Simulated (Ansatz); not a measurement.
Molecular dynamics, with input and output: C2H12N2Si2 (part 3 of 3)

The same run, continued: C2H12N2Si2; RKS PBE0/6-31G* (Ansatz 0.2.0). It belongs to a series of runs on one base structure; here: dynamics from the highest image of the converged band.

Geometry of the input (Å):
```
C  0.7763  -2.0251  -0.2008
N  1.0865  -0.9555  -1.1171
Si -0.0092  0.6267  -1.2119
N  1.0978  1.8605  -1.7437
Si -0.7129  1.2207  0.9654
C  -1.8202  -0.0589  1.8140
H  -0.3113  -2.1859  -0.2072
H  1.2531  -2.9678  -0.4927
H  1.0651  -1.7897  0.8358
H  2.0707  -0.8268  -1.3396
H  0.1081  -0.7206  -2.1055
H  1.5262  2.5244  -1.1132
H  1.0273  2.2275  -2.6813
H  0.4441  1.5478  1.8662
H  -1.4838  2.4962  0.8162
H  -2.2162  0.3371  2.7551
H  -2.6685  -0.3204  1.1727
H  -1.2711  -0.9788  2.0394
```

### The program's output, continued
```
md step   199: t =    99.50 fs  T =   461.2 K  F+E_penalty+E_count = -20989.83721497 eV  E_kin = 0.953899 eV  conserved = -20988.88331569 eV  (30 SCF iters)
these checks for a lower state are left out or cut short: starts, cluster_reference, orbital_swaps, neighbouring_geometries, increment
1410 factors; integrals over basis functions are off by at most 6.5e-4 eV
mean field -20989.87826492 eV, -771.3637987853 hartree, gradient 1.2e-5 eV, S^2 0.000000; 0 other end points of the search recorded, 0 dependent functions left out
the calculation of the forces begins
reference -20989.87829358 eV, -771.3637998387 hartree; 33, 33 occupied and 89, 89 virtual orbitals, 1410 factors
1410 factors; integrals over basis functions are off by at most 6.5e-4 eV
mean field evaluation 1600: about -20989.8778 eV, gradient 3.9e-1 eV
mean field -20989.87826492 eV, -771.3637987853 hartree, gradient 1.2e-5 eV, S^2 0.000000; 1 other end points of the search recorded, 0 dependent functions left out
the calculation of the forces begins
reference -20989.87829358 eV, -771.3637998387 hartree; 33, 33 occupied and 89, 89 virtual orbitals, 1410 factors
md step   200: t =   100.00 fs  T =   481.1 K  F+E_penalty+E_count = -20989.87826492 eV  E_kin = 0.995068 eV  conserved = -20988.88319670 eV  (29 SCF iters)
```

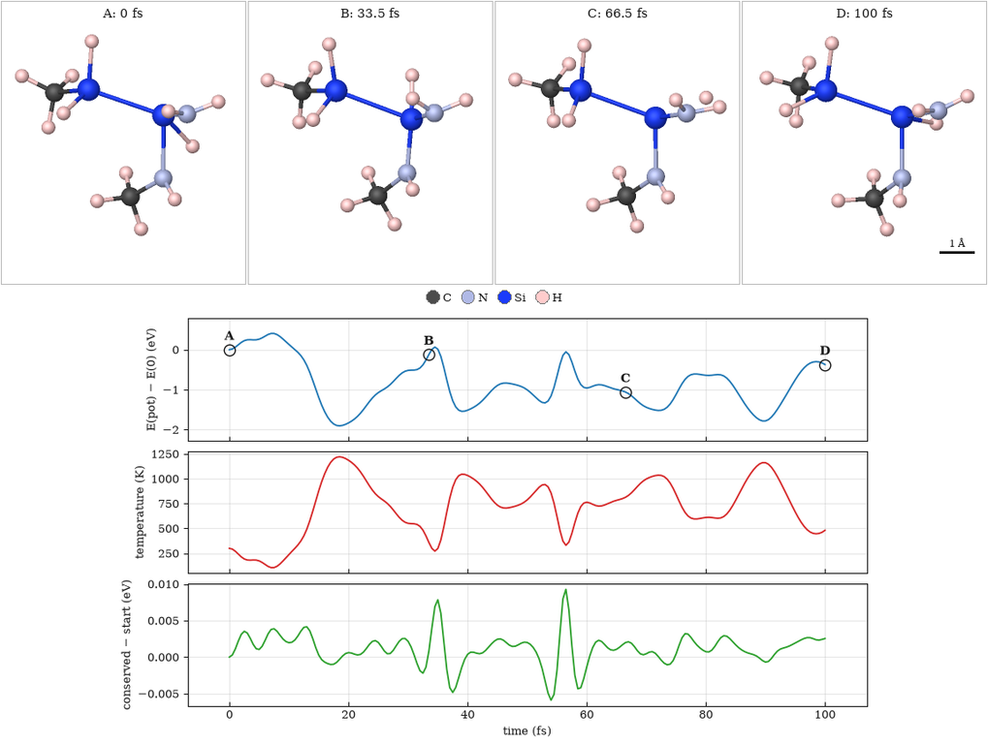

Frames of the molecular dynamics (ball-and-stick, seen at a tilt) above the curves, on which the letters mark them. The trajectory kept here has 201 frames over 100 fs. The temperature starts at 300 K, ranges from 106 to 1221 K and averages 776 K over the second half. The potential energy ends 0.372 eV below its first value. The conserved quantity stays within 0.015 eV. After an unweighted best fit of the last frame on the first, the root-mean-square displacement is 0.32 Å, and H11 has moved furthest (0.63 Å).

```
Total energy: -20989.87829358 eV, -771.3637998387 hartree
Atom 0 at     0.817661    -2.078342    -0.270566 Å, force    -1.686145     2.307156     1.026966 eV/Å
Atom 1 at     1.164620    -0.884531    -1.022240 Å, force     0.517266     0.217203     0.440147 eV/Å
Atom 2 at     0.024929     0.563432    -1.130519 Å, force     3.521613    -1.487735    -2.703108 eV/Å
Atom 3 at     1.028641     1.845591    -2.046421 Å, force    -0.822409    -1.816766     3.282450 eV/Å
Atom 4 at    -0.632768     1.255845     1.088931 Å, force    -2.425243    -0.273843    -0.782225 eV/Å
Atom 5 at    -2.038172    -0.035953     1.660057 Å, force     1.944787     1.584297     0.379668 eV/Å
Atom 6 at    -0.246339    -2.256305    -0.400390 Å, force    -0.472934    -0.341932    -0.114458 eV/Å
Atom 7 at     1.332954    -2.925357    -0.609733 Å, force     1.050201    -1.428333    -0.433872 eV/Å
Atom 8 at     0.940473    -1.918985     0.829302 Å, force     0.161790    -0.503591    -0.303674 eV/Å
Atom 9 at     2.150880    -0.782048    -0.824798 Å, force     0.272936     0.920212    -0.181634 eV/Å
Atom 10 at    -0.528735    -0.461598    -2.259272 Å, force    -1.097609     1.858730     1.184089 eV/Å
Atom 11 at     1.508394     2.443906    -1.379707 Å, force    -0.032142     0.086072    -0.195468 eV/Å
Atom 12 at     0.962978     2.311875    -2.911100 Å, force    -0.647442     0.158492    -1.208813 eV/Å
Atom 13 at     0.119834     1.368082     2.389334 Å, force     0.490277    -0.119398    -0.599361 eV/Å
Atom 14 at    -1.282426     2.615282     0.867682 Å, force     0.204636    -0.317695     0.229747 eV/Å
Atom 15 at    -2.086042     0.401929     2.651970 Å, force    -0.715155    -0.189210     0.614794 eV/Å
Atom 16 at    -3.027761    -0.124562     1.237358 Å, force    -0.068435     0.011383    -0.473462 eV/Å
Atom 17 at    -1.502507    -0.965298     1.799201 Å, force    -0.195990    -0.665041    -0.161787 eV/Å
Dipole moment:     0.035094     0.234249     0.248329 e Å
```

### Trajectory as extended XYZ (Å, eV, eV/Å), 6 of the 201 frames kept, from step=0 to step=200
```
18
Properties=species:S:1:pos:R:3:forces:R:3 step=0 time_fs=0.0 energy=-20989.50619 temperature=300.0
C     0.7764   -2.0251   -0.2008   -0.0006  -0.0014   0.0017
N     1.0865   -0.9555   -1.1171    0.0049   0.0100  -0.0075
Si   -0.0092    0.6267   -1.2119   -0.0046  -0.0066   0.0057
N     1.0978    1.8605   -1.7437    0.0019  -0.0048  -0.0015
Si   -0.7129    1.2207    0.9654   -0.0042  -0.0045  -0.0020
C    -1.8202   -0.0589    1.8140    0.0028   0.0076   0.0018
H    -0.3113   -2.1859   -0.2072   -0.0022   0.0024   0.0001
H     1.2531   -2.9678   -0.4927   -0.0013  -0.0002  -0.0010
H     1.0651   -1.7897    0.8358   -0.0006  -0.0015  -0.0027
H     2.0707   -0.8268   -1.3396    0.0034  -0.0029   0.0063
H     0.1081   -0.7206   -2.1055   -0.0017  -0.0017   0.0005
H     1.5262    2.5244   -1.1132   -0.0003   0.0026   0.0003
H     1.0273    2.2275   -2.6813    0.0001   0.0023  -0.0005
H     0.4441    1.5478    1.8662   -0.0001   0.0003   0.0002
H    -1.4838    2.4962    0.8162    0.0000   0.0001   0.0010
H    -2.2162    0.3371    2.7551   -0.0007  -0.0021  -0.0009
H    -2.6685   -0.3204    1.1727    0.0009  -0.0004  -0.0004
H    -1.2711   -0.9788    2.0394    0.0023   0.0007  -0.0011
18
Properties=species:S:1:pos:R:3:forces:R:3 step=40 time_fs=20.0 energy=-20991.33782 temperature=1185.9
C     0.8082   -2.0038   -0.1789   -1.0738  -2.2863  -0.4004
N     1.0758   -0.9187   -1.0505   -0.2153   2.0835  -0.3569
Si    0.0270    0.5709   -1.2055    0.4378  -0.7512  -1.7126
N     1.1049    1.8748   -1.7766   -0.2853   0.1473   1.4954
Si   -0.6874    1.1923    0.9615   -0.8605   0.4045  -0.5888
C    -1.8726   -0.0608    1.8010    1.4871   0.4426   0.0896
H    -0.2920   -2.1527   -0.1148    0.3647  -0.0115  -0.1399
H     1.1953   -2.9888   -0.6150   -0.3227   1.0656   0.5528
H     1.1214   -1.9821    0.8745    0.4582   0.4764   0.0539
H     2.0655   -0.6751   -1.0883   -0.2718   0.0317  -0.1709
H    -1.1625    0.3584   -2.5191    1.7161   0.2387   2.1902
H     1.3219    2.6759   -1.1374   -0.3445  -1.1872  -0.8840
H     1.0090    2.1977   -2.7219   -0.0782   0.1185  -0.3249
H     0.5375    1.6215    1.7032    0.0095  -0.2233   0.1167
H    -1.4695    2.4744    0.7507    0.1439  -0.2079   0.1480
H    -2.1810    0.3463    2.7798   -0.0418  -0.4379  -0.2949
H    -2.7046   -0.1040    1.1029   -0.3378  -0.3843   0.1129
H    -1.3217   -1.0271    1.8890   -0.7856   0.4809   0.1138
18
Properties=species:S:1:pos:R:3:forces:R:3 step=80 time_fs=40.0 energy=-20991.02064 temperature=1032.5
C     0.7891   -1.9850   -0.2106    0.6709  -1.8897   0.8307
N     1.0462   -0.8336   -0.9969    0.3992  -0.0418  -1.3201
Si    0.1033    0.5511   -1.1994   -3.8641   0.8286   1.6162
N     1.0779    1.8116   -1.8061    0.2162   1.5313  -0.2308
Si   -0.6960    1.1852    0.9145    0.5730  -0.1152   1.3828
C    -1.8782   -0.0398    1.7750    0.7276  -0.4634   0.3810
H    -0.2703   -2.2022    0.0203    0.1659   0.2571  -0.8344
H     1.2776   -2.9323   -0.6490   -0.8269   1.2319   0.5645
H     1.1938   -1.8418    0.8034    0.3096  -0.2130   0.0374
H     2.0292   -0.5780   -1.0838   -0.2100  -0.3126  -0.0323
H    -1.5727    0.5608   -1.6683    2.4522  -0.6221  -0.3882
H     1.0583    2.6255   -1.1536    0.1452  -0.8413  -0.9159
H     0.8802    2.1394   -2.7526    0.2282  -0.0431   0.2708
H     0.3925    1.1942    1.9877   -0.0272   0.3496  -0.3849
H    -1.3859    2.5237    0.9962    0.1309  -0.0387  -0.2100
H    -2.0714    0.3663    2.7976    0.1301  -0.4184  -0.6243
H    -2.8179   -0.0684    1.2376   -0.4176  -0.4100  -0.0911
H    -1.3983   -1.0708    1.8571   -0.8033   1.2108  -0.0513
18
Properties=species:S:1:pos:R:3:forces:R:3 step=120 time_fs=60.0 energy=-20990.46679 temperature=763.8
C     0.7896   -2.0113   -0.2092    0.6746   0.1864  -0.4821
N     1.1117   -0.8621   -1.0775   -1.0789  -0.1438   1.6143
Si    0.0093    0.5837   -1.0962    3.6928  -1.3933  -4.1136
N     1.1152    1.8407   -1.9050   -1.3040  -0.8446   0.2077
Si   -0.6839    1.1851    0.9962   -0.4380   0.5476  -0.1455
C    -1.9308   -0.0177    1.7222    0.8248  -1.3201   1.8354
H    -0.3040   -2.1528   -0.0788    0.1694   0.1126  -0.7827
H     1.2154   -2.9712   -0.6102   -0.3650   0.7244   0.3292
H     1.0881   -1.9148    0.8492    0.5738   0.0287   0.0162
H     2.0510   -0.6816   -1.4124    0.0888  -0.3910   0.5643
H    -0.4199   -0.1427   -2.4329   -1.6309   1.3873   0.9772
H     1.2923    2.7377   -1.4740   -0.0170   0.0504   0.0915
H     0.9733    1.9745   -2.9228   -0.0469  -0.1804   1.0588
H     0.5717    1.4092    1.7961   -0.2488  -0.3733  -0.0196
H    -1.1668    2.5681    0.7581   -0.3899   0.1754   0.2474
H    -2.1470    0.2232    2.7838    0.2480   0.1375  -0.2922
H    -2.9148   -0.1496    1.3022   -0.2601   0.1956  -0.8348
H    -1.4524   -1.0486    1.7916   -0.4927   1.1004  -0.2716
18
Properties=species:S:1:pos:R:3:forces:R:3 step=160 time_fs=80.0 energy=-20990.14784 temperature=610.6
C     0.8028   -2.0131   -0.2354   -0.5236   0.7993   0.0012
N     1.1144   -0.8215   -0.9990    0.1901  -1.2734  -0.1518
Si    0.1540    0.5146   -1.2512   -3.7888   2.1159   4.1436
N     0.9869    1.7788   -1.9002    0.6629   0.2510  -2.6801
Si   -0.7175    1.2352    1.0593    1.8914  -0.2138   0.0967
C    -1.9349   -0.0111    1.7620   -0.7407  -1.1177  -0.3889
H    -0.2685   -2.2122   -0.2625   -0.1899  -0.0177  -0.2986
H     1.3009   -2.8021   -0.7436    0.4786  -1.3253   0.0504
H     1.0268   -1.9667    0.8398    0.4621   0.1125  -0.1184
H     2.0941   -0.5883   -1.0771    0.0971  -0.1296  -0.0220
H    -1.3472    0.8023   -1.3802    0.4768  -1.6291  -1.7518
H     1.3878    2.5413   -1.4315    0.5576   0.9771   0.6744
H     0.9560    1.8804   -2.9144    0.2019   0.3515   0.4251
H     0.5791    1.2654    1.8491   -0.3349   0.2805   0.3983
H    -1.4699    2.5300    1.2616    0.2857  -0.0122  -0.2681
H    -2.4775    0.1186    2.7005    0.5935   0.4411   0.4540
H    -2.7431    0.1536    1.0534   -0.5316  -0.2647  -0.5172
H    -1.7090   -1.0999    1.6923    0.2118   0.6545  -0.0471
18
Properties=species:S:1:pos:R:3:forces:R:3 step=200 time_fs=100.0 energy=-20989.87826 temperature=481.1
C     0.8177   -2.0783   -0.2706   -1.6861   2.3072   1.0270
N     1.1646   -0.8845   -1.0222    0.5173   0.2172   0.4401
Si    0.0249    0.5634   -1.1305    3.5216  -1.4877  -2.7031
N     1.0286    1.8456   -2.0464   -0.8224  -1.8168   3.2824
Si   -0.6328    1.2558    1.0889   -2.4252  -0.2738  -0.7822
C    -2.0382   -0.0360    1.6601    1.9448   1.5843   0.3797
H    -0.2463   -2.2563   -0.4004   -0.4729  -0.3419  -0.1145
H     1.3330   -2.9254   -0.6097    1.0502  -1.4283  -0.4339
H     0.9405   -1.9190    0.8293    0.1618  -0.5036  -0.3037
H     2.1509   -0.7820   -0.8248    0.2729   0.9202  -0.1816
H    -0.5287   -0.4616   -2.2593   -1.0976   1.8587   1.1841
H     1.5084    2.4439   -1.3797   -0.0321   0.0861  -0.1955
H     0.9630    2.3119   -2.9111   -0.6474   0.1585  -1.2088
H     0.1198    1.3681    2.3893    0.4903  -0.1194  -0.5994
H    -1.2824    2.6153    0.8677    0.2046  -0.3177   0.2297
H    -2.0860    0.4019    2.6520   -0.7152  -0.1892   0.6148
H    -3.0278   -0.1246    1.2374   -0.0684   0.0114  -0.4735
H    -1.5025   -0.9653    1.7992   -0.1960  -0.6650  -0.1618
```
